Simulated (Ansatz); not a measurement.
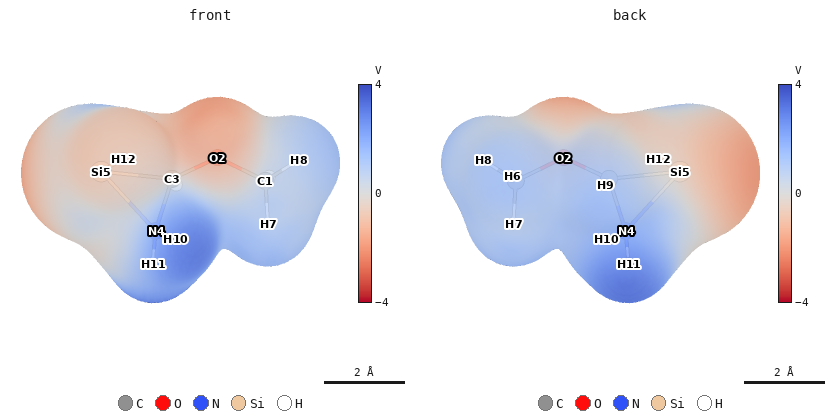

*C₂H₇NOSi. The molecular electrostatic potential painted on the density surface at 0.004 e/bohr³, seen from the front and from behind; the colour scale runs from red (negative) to blue (positive).*

Computed with RKS PBE0-D4/6-31G* in Ansatz.

The calculation's input:

```
crystal:
  periodic: [false, false, false]
  atoms:
    - { symbol: C, position_ang: [-1.267, -0.2658, 1.5443] }
    - { symbol: O, position_ang: [-0.2429, 0.4668, 0.9073] }
    - { symbol: C, position_ang: [0.4342, -0.3489, -0.0509] }
    - { symbol: "N", position_ang: [0.1394, -0.1637, -1.4075] }
    - { symbol: Si, position_ang: [1.6116, 0.4992, -1.265] }
    - { symbol: H, position_ang: [-0.9388, -1.067, 2.09] }
    - { symbol: H, position_ang: [-2.0179, -0.544, 0.7884] }
    - { symbol: H, position_ang: [-1.7683, 0.4803, 2.2226] }
    - { symbol: H, position_ang: [0.8295, -1.3107, 0.3064] }
    - { symbol: H, position_ang: [-0.6087, 0.5856, -1.4357] }
    - { symbol: H, position_ang: [0.32983, -0.82048, -2.19106] }
    - { symbol: H, position_ang: [1.4182, 1.9363, -1.5921] }
basis:
  gaussian: { orbitals: "6-31G*" }
hamiltonian:
  xc: pbe0
  dispersion: d4
relax:
  f_tol: 0.02
  max_steps: 50
output:
  orbitals: {}
```

Command:

```sh
ansatz run input.yaml --threads 2 --pin off --max-ram 3072MiB --backend cpu --events-out ev --progress --plain --runs-dir out
```

The fields are those of the relaxed geometry.

**Which sites attract a positive test charge, and which a negative one?**

A positive charge is drawn to the negative regions and a negative charge to the positive ones. The most negative region (about −1.9 V, or −44 kcal/mol for a unit charge) lies over H12, the most positive (about +3.2 V, or +74 kcal/mol for a unit charge) over H10 and H11.
